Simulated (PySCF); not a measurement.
**C$_{6}$H$_{5}$ClF$_{2}$: density, localisation and related maps**

Input file:

```
{"job": {"kind": "nmr", "xc": "PBE0", "basis": "pcSseg-1"}, "charge": 0, "multiplicity": 1}
F     -2.279081     0.947165     1.114259
C     -1.774646    -0.240045     0.716644
F     -1.927781    -1.074881     1.758018
Cl    -2.848392    -0.840097    -0.617235
C     -0.375604    -0.138177     0.256717
C      0.647649    -0.965372     0.543809
C      1.831719    -0.495588    -0.134116
C      1.533225     0.606765    -0.837991
C      0.093228     0.944783    -0.661961
H      0.608277    -1.831653     1.178143
H      2.788527    -0.978415    -0.061525
H      2.196812     1.192659    -1.445662
H     -0.449927     0.937515    -1.608802
H     -0.044684     1.934868    -0.222464
```

Command:

```sh
OMP_NUM_THREADS=1 python probes_run.py task.json out
```

Geometry: GFN2-xTB.

Theory: PBE0/pcSseg-1, SCF density, gas phase, non-relativistic (PySCF 2.14.0).

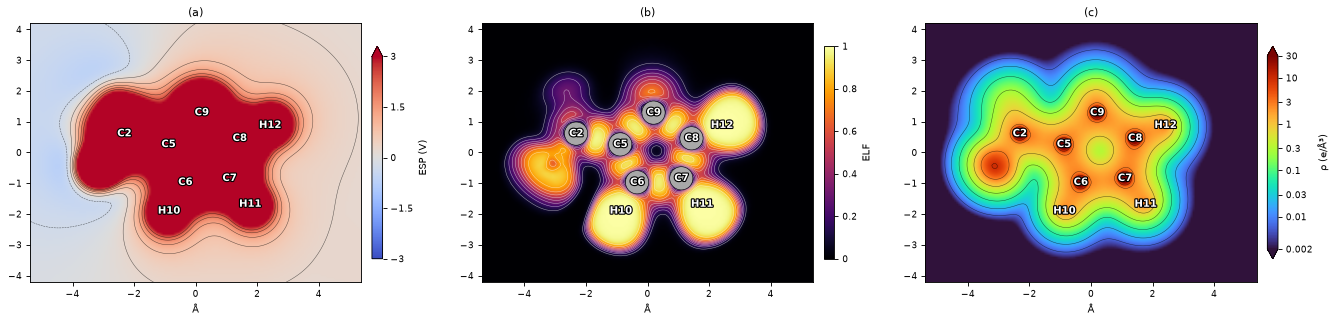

Figure 1. (a) electrostatic potential; (b) electron localisation function; (c) total electron density on the plane of atoms C6, C7 and H11. Grey discs cover the atomic cores in the ELF map.

Q: What do the fields say about this system?

A: The section cuts through C and H sites.
C–C (1.34 Å): the density is about 2.3 e/Å³ at the midpoint; the ELF peaks at about 0.95 between the atoms (a short, multiple covalent bond).
C–H (1.07 Å): ρ is about 2 e/Å³ halfway; the ELF climbs to about 1 towards the hydrogen, as it does in any bond to H (a covalent bond by its length).
C–C (1.44 Å): the density is about 1.9 e/Å³ at the midpoint; the ELF peaks at about 0.95 between the atoms, as expected for a covalent bond.
C–C (1.49 Å): the density is about 1.8 e/Å³ at the midpoint; the ELF peaks at about 0.95 between the atoms; a covalent bond.
The ELF also peaks beside F3, away from the bonds: lone-pair regions.
Outside the dense part of the molecule the potential is most negative (−0.7 V) near F3, which lies off the plane.

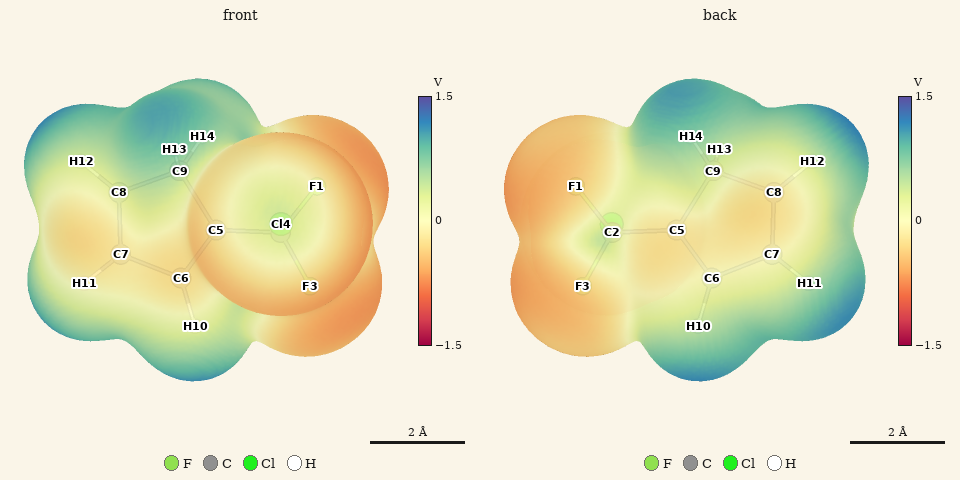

Figure 2. The electrostatic potential painted on the density surface at 0.002 e/bohr³, seen from the front and from behind; red is negative and blue positive.

Q: Which sites attract a positive test charge, and which a negative one?

A: A positive charge is drawn to the negative regions and a negative charge to the positive ones. The most negative region (about −0.7 V) lies over F1, F3 and Cl4, the most positive (about +1.2 V) over H10, H11 and H12. Cl4 shows a σ-hole: about +0.4 V at the tip opposite its bond, against about −0.4 V on its flanks.

Q: What dipole moment does the calculation give?

A: Its dipole moment is 2.93 D.
